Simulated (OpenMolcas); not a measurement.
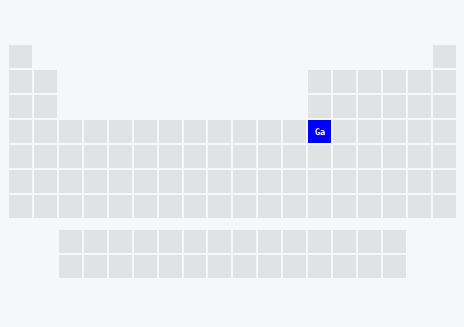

**Figure 1.** The place of gallium in the periodic table.

# Ga: multiconfigurational calculation

System: Ga.
Method: state-averaged MS-CASPT2, IPEA shift 0.25, imaginary shift 0.1 hartree, semicore shells correlated, active space 3 electrons in the shells 4s 4p, basis ANO-R1, X2C scalar Hamiltonian, spin-orbit coupling by RASSI with atomic mean-field integrals (OpenMolcas).

### Input file
```
&GATEWAY
Coord
1

Ga 0.0 0.0 0.0
Basis=ANO-R1
Group=XYZ
NoMove
AngMom=0.0 0.0 0.0
AMFI
&SEWARD
&RASSCF
FileOrb=start.orb
Symmetry=2
Spin=4
nActEl=3 0 0
Inactive=8 6
Ras2=1 3
CIRoot=1 1 1
SDav=1
CIMx=300
Iter=120 100
PrWF=0.3
OrbListing=Nothing
MaxOrb=0
Atom
>>> COPY $Project.JobIph JOB001
&RASSCF
FileOrb=start.orb
Symmetry=2
Spin=2
nActEl=3 0 0
Inactive=8 6
Ras2=1 3
CIRoot=3 3 1
SDav=11
CIMx=300
Iter=120 100
PrWF=0.3
OrbListing=Nothing
MaxOrb=0
Atom
>>> COPY $Project.JobIph JOB002
&RASSCF
FileOrb=start.orb
Symmetry=1
Spin=4
nActEl=3 0 0
Inactive=8 6
Ras2=1 3
CIRoot=3 3 1
SDav=3
CIMx=300
Iter=120 100
PrWF=0.3
OrbListing=Nothing
MaxOrb=0
Atom
>>> COPY $Project.JobIph JOB003
&RASSCF
FileOrb=start.orb
Symmetry=1
Spin=2
nActEl=3 0 0
Inactive=8 6
Ras2=1 3
CIRoot=5 5 1
SDav=9
CIMx=300
Iter=120 100
PrWF=0.3
OrbListing=Nothing
MaxOrb=0
Atom
>>> COPY $Project.JobIph JOB004
&RASSI
NrOfJobIphs=2 3 3
1 2 3
1 2 3
IphNames
JOB002
JOB003
EJob
SpinOrbit
DIPRint=1.0
SOCoupling=1000.0
Subsets=2
MEES
Property=10
'ANGMOM' 1 'ANGMOM' 2 'ANGMOM' 3 'MLTPL  1' 1 'MLTPL  1' 2 'MLTPL  1' 3
'AMFI' 1 'AMFI' 2 'AMFI' 3 'MLTPL  2' 6
SOProperty=3
'ANGMOM' 1 'ANGMOM' 2 'ANGMOM' 3
>>> COPY JOB002 $Project.JobIph
&CASPT2
Multistate=3 1 2 3
Frozen=3 6
IPEA=0.25
Imaginary=0.1
MaxIter=60
WThr=0.0 0.3 0.05
PrWF=0.5
NoMix
Shift=0.2
Sig2=0.3
```

The file start.orb holds starting orbitals from an earlier step.

Launched with:
```bash
OMP_NUM_THREADS=1 MOLCAS_MEM=2252 MOLCAS_PROJECT=a pymolcas a.inp > a.log  # once for each step of the input, in one work folder
```

### The program's output (extracts)
```
|
   --------------------------------------------------------------------------------------
++ ---------   Input file   ---------
>>> COPY JOB002 $Project.JobIph
&CASPT2
Multistate=3 1 2 3
Frozen=3 6
IPEA=0.25
Imaginary=0.1
MaxIter=60
WThr=0.0 0.3 0.05
PrWF=0.5
NoMix
Shift=0.2
Sig2=0.3
-- ----------------------------------
>>> COPY JOB002 a.JobIph
*** symbolic link created: INPORB -> a.RasOrb
--- Start Module: caspt2 at  ---
()()()()()()()()()()()()()()()()()()()()()()()()()()()()()()()()()()()()()()()()()()()()()()()()()()
                                              &CASPT2
                                   only a single process is used
                       available to each process: 2.3 GB of memory, 1 thread
()()()()()()()()()()()()()()()()()()()()()()()()()()()()()()()()()()()()()()()()()()()()()()()()()()
 ###    ERROR: More than one intruder-state removal technique                ###
 ###    active: SHIFt/IMAGinary/SIG1/SIG2 are mutually exclusive!            ###
--- Stop Module: caspt2 at  /rc=_RC_INPUT_ERROR_ ---
.####################.
.# User input error #.
.####################.
```

### Outcome

- outcome: refused by the program
- hardware: 1 CPU thread, shared host

### What went wrong

This input holds a deliberate fault: two shifts. The program refused the input; the driver noted: CASPT2 spin 2: _RC_INPUT_ERROR_.
